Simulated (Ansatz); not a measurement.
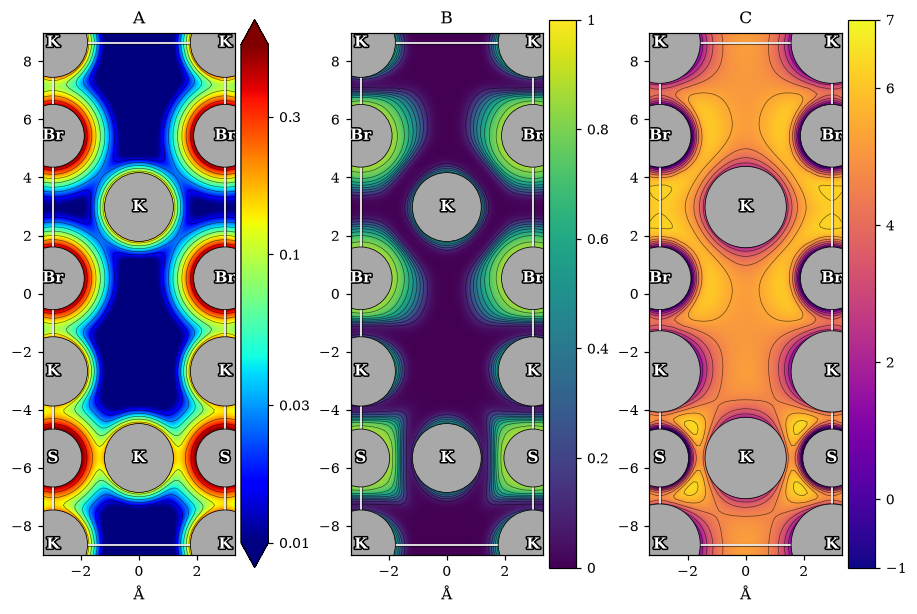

K4SBr2: 3 fields on the (100) plane of the conventional cell, with unlabelled colour scales. Grey discs cover the atomic cores.

Space group I4/mmm; a structure generated by program, which may or may not match a known phase.

The calculation used DFT PBE, scalar-relativistic, plane waves, PAW in Ansatz.

Q: Which field does each panel show? The fields are: electron localisation function, electrostatic potential energy of an electron and valence pseudo-density.

A: Panel A: valence pseudo-density. Panel B: electron localisation function. Panel C: electrostatic potential energy of an electron (low next to the atoms, rising into the space between them). From the grid: K–S (2.98 Å): the density is about 0.15 e/Å³ at the midpoint; the ELF peaks at about 0.85 in the valence shell of S, 0.9 Å from its nucleus, and drops to about 0.05 between the two atoms: a closed-shell, largely ionic contact. K–Br (3.21 Å): ρ is about 0.11 e/Å³ halfway; the ELF is about 0.15 at the midpoint and 0.05 at its lowest between the atoms; a largely ionic contact.
